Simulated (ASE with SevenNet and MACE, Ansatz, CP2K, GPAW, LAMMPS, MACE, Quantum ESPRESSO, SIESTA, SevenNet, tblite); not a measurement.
# Machine-learned potentials runs on liquid N-methylformamide at 298 K (108 atoms)

Aim: run liquid N-methylformamide at 298 K (108 atoms) in machine-learned potentials and see how near its forces come to a plane-wave reference, and at what cost.

Program: ASE with SevenNet and MACE. Level of theory: the method is named at each step. Results are calculated unless marked as measured.

## Step 1: The structure

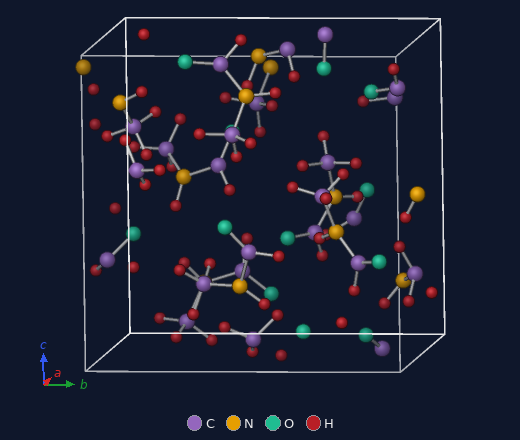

The starting structure, seen slightly off an axis (carbon purple, nitrogen orange, oxygen teal, hydrogen red). Bonds to atoms that aren't drawn are left out. Some periodic images of atoms are drawn too.

The cell holds 108 atoms: 24 C, 12 N, 12 O and 60 H. Cell: a = 10.550 Å, b = 10.550 Å, c = 10.550 Å, α = 90.0°, β = 90.0°, γ = 90.0°. 12 N-methylformamide placed at random, at 1 g/cm³; overlaps pushed apart, then 10 ps at 398 K with MMFF94 bonds, angles, torsions, charges and radii (Halgren, J. Comput. Chem. 17, 490 (1996)) in harmonic and 12-6 forms. Snapshot after 20 ps at 298 K and fixed volume.

The yardstick, on the same geometry:

| Item | Value |
| --- | --- |
| method | Kohn-Sham DFT, PBE, PAW, plane waves (Ansatz 0.2.0); cutoff 420 eV, Γ point, fermi-dirac smearing of 0.05 eV; PAW set soft_2 |
| r.m.s. force component | 0.9321 eV/Å |
| longest force | 3.73 eV/Å |
| pressure | 2.363 GPa |
| gap (highest filled to lowest empty level) | 4.049 eV |
| SCF cycles | 11 |
| time | 12 s on 4 threads of Arm Neoverse V1, shared host |
| CPU time | 47 s |

## Step 2: SevenNet l3i5 potential

Method: machine-learned interatomic potential SevenNet l3i5, trained on PBE(+U) plane-wave data.

File run.py:

```python
import numpy as np
from ase.io import read
import mlip  # loads the published weights by name

atoms = read("structure.xyz")
atoms.calc = mlip.calc("7net-l3i5")
energy = atoms.get_potential_energy()
forces = atoms.get_forces()
print(f"energy {energy:.6f} eV")
print("forces (eV/A)")
for i, (a, f) in enumerate(zip(atoms, forces)):
    print(f"{i:4d} {a.symbol:2s} {f[0]:10.5f} {f[1]:10.5f} {f[2]:10.5f}")
stress = -atoms.get_stress(voigt=False) * 160.21766
print("stress (GPa, compression positive)")
for row in stress:
    print(" ".join(f"{x:10.4f}" for x in row))
```

File structure.xyz:

```xyz
108
Lattice="10.55022 0.00000 0.00000 0.00000 10.55022 0.00000 0.00000 0.00000 10.55022" Properties=species:S:1:pos:R:3 pbc="T T T"
C 4.46696 10.45464 2.75635
N 3.07075 10.25882 2.70138
C 2.21776 0.46927 3.45910
O 2.54303 1.31350 4.29658
H 4.89256 10.16978 1.78404
H 4.62427 0.99911 2.92410
H 4.86513 9.88819 3.60775
H 2.67976 9.67392 1.98312
H 1.15441 0.23379 3.23660
C 0.94773 5.73510 8.87041
N 0.38973 6.29943 10.13285
C 9.66991 6.80996 10.10743
O 9.03194 6.84467 9.05072
H 0.35280 5.91688 7.98504
H 1.95095 6.09940 8.66173
H 0.91449 4.68746 9.05378
H 1.01324 6.42772 0.43298
H 9.37535 7.27459 0.51316
C 6.59684 3.06568 2.13716
N 7.49762 4.14413 1.95401
C 8.43733 4.32538 2.97717
O 8.81798 3.47904 3.75799
H 7.05525 2.19455 2.53786
H 5.84134 3.38778 2.90521
H 6.07608 2.77576 1.18764
H 7.32586 4.98108 1.37912
H 8.98784 5.24947 2.77450
C 2.87388 2.40007 7.08700
N 3.87794 2.83178 6.04728
C 4.74844 3.87773 6.32222
O 4.97464 4.32686 7.42261
H 1.90326 2.73208 6.63092
H 2.98033 1.29947 7.14915
H 3.08256 2.85795 8.07324
H 3.71410 2.57446 5.09101
H 5.28840 4.16048 5.43663
C 4.10235 5.05334 0.59155
N 4.89551 5.25781 9.96542
C 5.94167 6.07207 10.05942
O 6.51339 6.38911 0.56117
H 4.33656 5.84514 1.37438
H 3.06494 5.17003 0.30902
H 4.40282 4.05181 0.95838
H 4.65518 4.89572 8.99754
H 6.37814 6.21788 9.10505
C 1.13035 3.26403 1.54170
N 1.62252 3.78690 2.77914
C 1.62864 5.07487 3.17678
O 1.46310 6.05994 2.43752
H 0.32347 2.47571 1.75134
H 0.81110 4.13569 0.96134
H 1.84207 2.79855 0.93391
H 1.99283 3.07971 3.39675
H 1.82202 5.22088 4.23845
C 7.59901 6.94067 4.95206
N 6.91061 7.48158 3.84492
[... 48 atom lines left out ...]
H 0.60822 0.35217 8.18739
H 2.10414 0.10413 9.17310
H 9.85855 0.70402 10.07557
H 9.96743 10.21557 1.46142
```

On the command line:

```sh
$ OMP_NUM_THREADS=1 python run.py > output.txt
```

What it wrote:

```text
energy -618.200562 eV
forces (eV/A)
   0 C     0.73032    1.05521    0.18004
   1 N    -1.34201    1.10760    1.09686
   2 C    -0.07698   -1.64066   -1.51106
   3 O     0.38135    0.56111    0.17036
   4 H     0.27476   -0.08868    0.24045
   5 H     0.37221   -0.64563   -0.04523
   6 H     0.55972    0.02616   -0.11835
   7 H    -0.77022   -0.30153   -0.29471
   8 H     0.04403    0.08317    0.04735
   9 C     0.08604    0.50973    1.29090
  10 N     0.07233    0.62878   -0.22450
  11 C     2.20333    0.05816    0.11303
  12 O    -1.11890    0.28071   -0.18615
  13 H    -0.54317    0.48715    0.02584
  14 H     0.27406    0.01481    0.21803
  15 H     0.55475   -1.35486   -0.32851
  16 H    -1.01129   -0.21144   -0.87815
  17 H    -0.34506   -0.11639    0.06058
  18 C    -2.24101    0.45788   -0.47664
  19 N     2.01978    0.25219    1.62869
  20 C    -0.35784    0.22612   -3.11404
  21 O    -0.10128   -0.84922    1.25318
  22 H     0.87792   -0.77072    0.32037
  23 H    -0.04263   -0.39091   -0.53073
[...]
100 N     2.12549   -1.16340    0.13634
 101 C    -2.31703    3.04072   -0.94674
 102 O     2.67832   -2.62782    0.49009
 103 H     0.43838   -1.01414   -0.69539
 104 H     0.68038   -0.67161    0.48686
 105 H    -0.34364    0.10917    0.59921
 106 H    -0.55083    0.80175   -0.34832
 107 H    -0.84783   -0.10507    0.63506
stress (GPa, compression positive)
    2.7830    -0.1953     0.6242
   -0.1953     1.8125     0.4421
    0.6242     0.4421     2.5614
```

Elapsed: 15 s, on 1 thread of Arm Neoverse V1, shared host; peak memory 2 GiB.

Banners, paths, timers and routine set-up lines are dropped from the logs unmarked, and long logs keep their key lines alone; longer cuts are marked.

Against the reference:

```yaml
r_m_s_force_component: 0.9705 eV/Å
r_m_s_difference_of_force_components: 132.3 meV/Å
longest_difference_of_force_vectors: 645.3 meV/Å
force_difference_over_r_m_s_force: 14.2 %
slope_of_forces_against_the_reference_s: 1.032
correlation_of_force_components: 0.9911
pressure: 2.386 GPa
pressure_difference: 0.0228 GPa
```

Length of the force difference by element (eV/Å):

| element | atoms | mean | most |
| --- | --- | --- | --- |
| C | 24 | 0.29 | 0.65 |
| H | 60 | 0.077 | 0.19 |
| N | 12 | 0.19 | 0.34 |
| O | 12 | 0.38 | 0.46 |

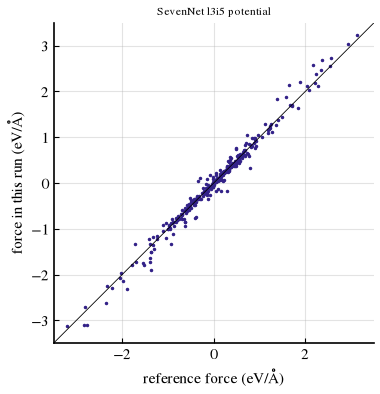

Force components against those of the reference; the line marks equality.

A closer look about O76, which bears the longest force: 11 atoms, nearest first, numbered in the order of the input, with positions taken from that point.

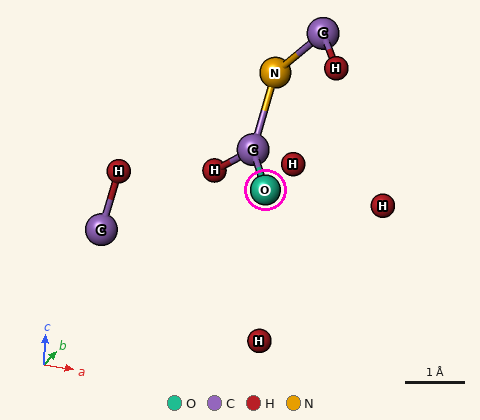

The atoms of the table, within 2.9 Å (arrows a, b, c point along x, y, z); some may hide others; the central atom is ringed.

| atom | x | y | z | distance (Å) | bonds | Fx | Fy | Fz (eV/Å) |
| --- | --- | --- | --- | --- | --- | --- | --- | --- |
| O76 | 0.00 | 0.00 | 0.00 | 0.00 | 1 | 2.47 | -3.10 | -0.94 |
| C75 | -0.60 | 1.00 | 0.26 | 1.20 | 3 | -1.75 | 2.57 | 2.38 |
| H81 | -1.38 | 1.35 | -0.41 | 1.97 | 1 | -0.44 | 0.70 | -0.46 |
| H62 | 1.85 | 0.81 | -0.22 | 2.03 | 1 | -0.04 | 0.09 | -0.28 |
| N74 | -0.51 | 1.67 | 1.45 | 2.27 | 3 | -0.42 | -1.18 | -2.28 |
| H77 | 1.00 | 0.39 | 2.30 | 2.54 | 1 | -0.87 | 0.49 | -0.05 |
| H54 | -2.31 | -1.03 | 0.27 | 2.54 | 1 | 0.23 | -0.22 | 0.58 |
| H41 | 0.21 | -0.40 | -2.60 | 2.64 | 1 | -0.17 | -1.01 | -0.84 |
| H36 | 1.16 | -2.09 | 1.47 | 2.80 | 1 | 0.58 | 0.55 | -0.86 |
| C73 | 0.41 | 1.32 | 2.49 | 2.85 | 4 | 2.18 | 0.76 | -1.04 |
| C48 | -2.50 | -1.17 | -0.79 | 2.88 | 3 | -0.13 | -0.17 | -0.93 |

Atoms are counted from 1 here, from 0 in the log.

Forces lie 14 % from the reference's, at 0.30 times its CPU time (on 1 against 4 cores).

## Step 3: MACE MP-0b2 small potential

Method: machine-learned interatomic potential MACE MP-0b2 small, trained on PBE(+U) plane-wave data.

Edit run.py of step 2 so:

```diff
@@ -5,3 +5,3 @@
 atoms = read("structure.xyz")
-atoms.calc = mlip.calc("7net-l3i5")
+atoms.calc = mlip.calc("mace-mp-0b2-small")
 energy = atoms.get_potential_energy()
```

structure.xyz is that of step 2.

What it wrote:

```text
energy -616.466567 eV
forces (eV/A)
   0 C     0.69206    1.02504    0.03830
   1 N    -1.32267    1.09082    1.16195
   2 C    -0.28460   -1.65470   -1.57761
   3 O     0.22783    0.51570    0.27011
   4 H     0.30830   -0.08370    0.21020
   5 H     0.40587   -0.65870   -0.00202
   6 H     0.55425    0.05130   -0.07605
   7 H    -0.71429   -0.33704   -0.39703
   8 H     0.31523    0.19759    0.08666
   9 C    -0.09094    0.66361    1.43516
  10 N     0.21546    0.62379   -0.21640
  11 C     2.22370    0.04913    0.19388
  12 O    -1.26054    0.31912   -0.23915
  13 H    -0.49736    0.40849   -0.05880
  14 H     0.46196   -0.00499    0.18153
  15 H     0.52677   -1.37597   -0.31100
  16 H    -1.01857   -0.21193   -0.88447
  17 H    -0.34114   -0.08778    0.03578
  18 C    -2.32169    0.58883   -0.59213
  19 N     2.15359    0.19978    1.68121
  20 C    -0.38166    0.40534   -3.23299
  21 O    -0.02432   -0.95024    1.41661
  22 H     0.76021   -0.86287    0.37667
  23 H    -0.06268   -0.49302   -0.48071
[...]
100 N     2.18095   -1.22031   -0.05021
 101 C    -2.17003    3.00824   -0.72929
 102 O     2.76350   -2.65080    0.65493
 103 H     0.47998   -1.05106   -0.65335
 104 H     0.62898   -0.63550    0.41791
 105 H    -0.22906    0.05975    0.58438
 106 H    -0.62595    0.92204   -0.35288
 107 H    -0.91643   -0.13615    0.49206
stress (GPa, compression positive)
    3.1263    -0.1807     0.6452
   -0.1807     2.2660     0.3049
    0.6452     0.3049     2.8342
```

Run time: 8.6 s. Hardware: 1 thread; peak memory 0.69 GiB.

Numbers from this run, and their distance from the reference:

```
r.m.s. force component                  : 0.9642 eV/Å
r.m.s. difference of force components   : 156.5 meV/Å
longest difference of force vectors     : 802 meV/Å
force difference over r.m.s. force      : 16.79 %
slope of forces against the reference's : 1.021
correlation of force components         : 0.9869
pressure                                : 2.742 GPa
pressure difference                     : 0.3794 GPa
```

Against the first run (14 %), the force difference from the reference is 17 %, at 0.56 times the CPU time.

## Step 4: MACE MPA-0 medium potential

Method: machine-learned interatomic potential MACE MPA-0 medium, trained on PBE(+U) plane-wave data.

Edit run.py of step 3 so:

```diff
@@ -5,3 +5,3 @@
 atoms = read("structure.xyz")
-atoms.calc = mlip.calc("mace-mp-0b2-small")
+atoms.calc = mlip.calc("mace-mpa-0-medium")
 energy = atoms.get_potential_energy()
```

structure.xyz is that of step 3.

What it wrote:

```text
energy -617.870073 eV
forces (eV/A)
   0 C     0.67526    1.04408    0.11691
   1 N    -1.35713    1.03745    0.96949
   2 C    -0.07556   -1.64104   -1.58311
   3 O     0.22737    0.62318    0.22658
   4 H     0.26680   -0.15361    0.25415
   5 H     0.39488   -0.57529    0.05643
   6 H     0.54571    0.05288   -0.12248
   7 H    -0.62066   -0.33979   -0.28474
   8 H     0.21284    0.18088    0.11033
   9 C    -0.04357    0.61871    1.39053
  10 N     0.31151    0.56012   -0.13198
  11 C     2.24470    0.25826    0.02448
  12 O    -1.16264    0.31314   -0.14683
  13 H    -0.54695    0.42986    0.01118
  14 H     0.39114    0.02575    0.19932
  15 H     0.57132   -1.36100   -0.36020
  16 H    -1.10163   -0.22421   -0.98255
  17 H    -0.32875   -0.10371    0.03105
  18 C    -2.26660    0.38490   -0.56658
  19 N     2.08427    0.32840    1.81720
  20 C    -0.48947    0.35337   -3.23330
  21 O    -0.06594   -0.98833    1.26972
  22 H     0.86932   -0.82433    0.44151
  23 H    -0.02064   -0.42345   -0.47934
[...]
100 N     2.22058   -1.19590    0.04651
 101 C    -2.11940    3.15280   -0.84563
 102 O     2.60472   -2.69449    0.47676
 103 H     0.55900   -1.03809   -0.68370
 104 H     0.62593   -0.66362    0.58213
 105 H    -0.24018    0.04581    0.57154
 106 H    -0.58341    0.84828   -0.40976
 107 H    -0.87455   -0.14836    0.48038
stress (GPa, compression positive)
    3.0522    -0.1038     0.7744
   -0.1038     2.3043     0.4900
    0.7744     0.4900     2.4492
```

Wall time 11 s (1 thread); peak memory 1.4 GiB.

Numbers from this run, and their distance from the reference:

```
r.m.s. force component                  : 0.9748 eV/Å
r.m.s. difference of force components   : 141.8 meV/Å
longest difference of force vectors     : 613.4 meV/Å
force difference over r.m.s. force      : 15.21 %
slope of forces against the reference's : 1.035
correlation of force components         : 0.9899
pressure                                : 2.602 GPa
pressure difference                     : 0.2391 GPa
```

Against the first run (14 %), the force difference from the reference is 15 %, at 0.73 times the CPU time.

## Step 5: All runs compared

Differences are against the plane-wave reference, forces as r.m.s. over components; share is that over the reference's r.m.s. force, slope the least-squares factor from reference forces to these. Total energies of different programs have different zeros and aren't compared.

| run | Δ force, r.m.s. (meV/Å) | share (%) | slope | Δ pressure (GPa) | cores | CPU time | memory (GiB) |
| --- | --- | --- | --- | --- | --- | --- | --- |
| reference | - | - | - | - | 4 | 47 s | 1.2 |
| SevenNet l3i5 potential | 132 | 14.2 | 1.032 | 0.0228 | 1 | 14 s | 2.0 |
| MACE MP-0b2 small potential | 157 | 16.8 | 1.021 | 0.379 | 1 | 7.9 s | 0.69 |
| MACE MPA-0 medium potential | 142 | 15.2 | 1.035 | 0.239 | 1 | 10 s | 1.4 |

Times of the machine-learned potentials are mostly Python's start and the loading of weights.

CPU time is summed over cores on a shared host, where runs went side by side, so it is rough. Symmetry, cutoffs, thresholds, outputs and thread counts weren't matched or tuned between programs; memory under MPI is the largest rank's times the ranks.

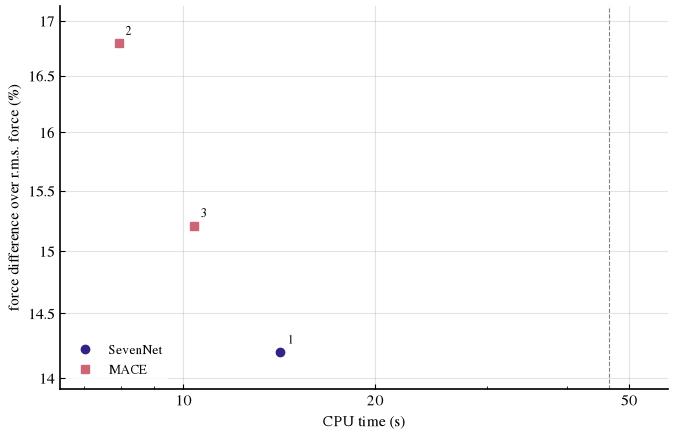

Force difference against CPU time; the dashed line marks the reference's time. Points: 1 SevenNet l3i5 potential; 2 MACE MP-0b2 small potential; 3 MACE MPA-0 medium potential.

## Step 6: Results

- nearest in forces: SevenNet l3i5 potential, 14 %
- its CPU time: 14 s

What this shows: Machine-learned potentials differ by 14 % (SevenNet l3i5 potential) to 17 % (MACE MP-0b2 small potential); they were trained on other programs' data. Machine-learned potentials mimic data converged in k, so the reference's own k-point error enters their differences. The network of contacts between molecules at the start is that of the classical potential that made the cell, and needn't be the one that DFT or experiment would give. The reference's PBE has no dispersion term, which matters for the binding between molecules or layers. The density was typed from a rule of thumb and may lie off the real one at this temperature. The electronic-structure runs sample only Γ, in a cell whose shortest periodic width is 11 Å.

[Also dropped from logs without a mark: logging warnings of Python, and SIESTA's first energy breakdown and zero terms.]

[Logs are printed without paths, hosts, clocks, repeated set-up lines and the standing remarks that a program may print on its own settings, such as how far it seeks lower states.]

[Hosts, paths, dates, database ids (printed as entryN), source tags and the programs' standing remarks are cut or masked in the printed files.]

[The MMFF94 radii named for the starting cell were scaled by 0.96; in molecules described by MMFF94, hydrogen bound to N, O or S took a small fixed 12-6 site in their place.]
